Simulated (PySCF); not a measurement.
**C₈H₈O₂ (SMILES CC(=O)Oc1ccccc1): density, localisation and related maps**

The calculation's input:

```
{"job": {"xc": "PBE0", "basis": "pcSseg-1", "solvent": "chloroform", "kind": "nmr", "pop": true}, "charge": 0, "multiplicity": 1}
C      3.470635     0.000918     0.086104
C      2.149634     0.084492    -0.618522
O      1.932494     0.706294    -1.619823
O      1.231506    -0.647580     0.053109
C     -0.086934    -0.800696    -0.318162
C     -0.791691     0.065902    -1.155974
C     -2.139298    -0.195246    -1.406751
C     -2.780050    -1.293948    -0.839758
C     -2.062186    -2.149150    -0.003501
C     -0.718712    -1.904363     0.258094
H      3.767258    -1.049773     0.214646
H      4.226737     0.544206    -0.491138
H      3.380127     0.439204     1.091821
H     -0.292515     0.916698    -1.612193
H     -2.693137     0.480630    -2.062942
H     -3.835112    -1.484033    -1.047956
H     -2.550353    -3.014804     0.450092
H     -0.136138    -2.556041     0.911870
```

Launched as:

```sh
OMP_NUM_THREADS=1 python ens_run.py task.json out
```

Geometry: PBE0-D3(BJ)/def2-SVP.

The calculation used PBE0/pcSseg-1, SCF density, in a chloroform solvent model, non-relativistic (PySCF 2.14.0).

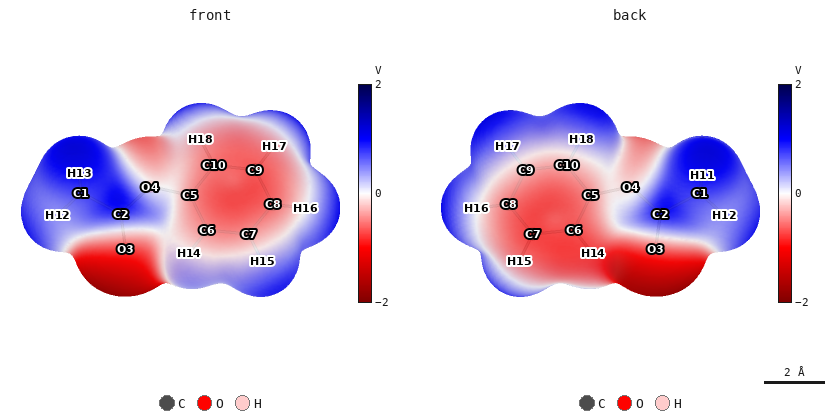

Figure 1. The molecular electrostatic potential painted on the density surface at 0.002 e/bohr³, seen from the front and from behind; red is negative and blue positive.

**Which sites attract a positive test charge, and which a negative one?**

A positive charge is drawn to the negative regions and a negative charge to the positive ones. The most negative region (about −1.7 V) lies over O3, the most positive (about +1.1 V) over H11 and H13. O3 is the likeliest acceptor of a hydrogen bond.

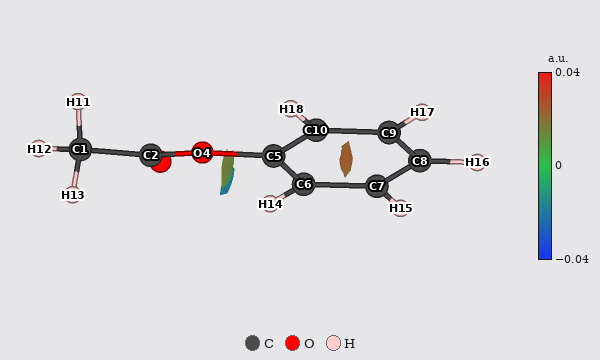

Figure 2. Non-covalent interaction (NCI) plot: the surface where the reduced density gradient is 0.4, for densities under 0.05 a.u., coloured by sign(λ₂)ρ; seen at an oblique angle.

**Which non-covalent interactions does the plot reveal?**

- H14···O3 (2.2 Å): a weak contact, attractive (blue-green) on one side and crowded (olive to red) on the other
- Inside the ring or cage of C5, C6, C7, C8, C9 and C10: steric crowding (red)

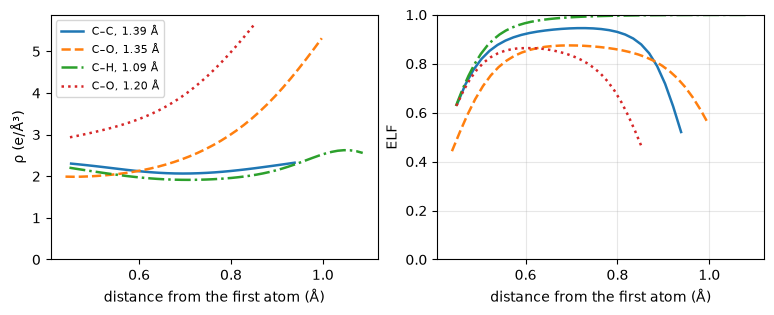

Figure 3. Total electron density and ELF along straight lines between neighbouring atoms. The curves leave out the atomic cores.

**Compare the contacts.**

C–C (1.39 Å): ρ at the midpoint is about 2.1 e/Å³; the ELF peaks at about 0.95 between the atoms: localised, covalent bonding.
C–O (1.35 Å): ρ at the midpoint is about 2.3 e/Å³, with its minimum of 2 e/Å³ about 0.5 Å from C; the ELF peaks at about 0.85 between the atoms; a shared but strongly polarised pair.
C–H (1.09 Å): the density is about 2 e/Å³ at the midpoint; the ELF climbs to about 1 towards the hydrogen, as it does in any bond to H: an ordinary covalent bond to hydrogen.
C–O (1.20 Å): ρ is about 3.4 e/Å³ halfway; the ELF peaks at about 0.85 between the atoms (a multiple bond).
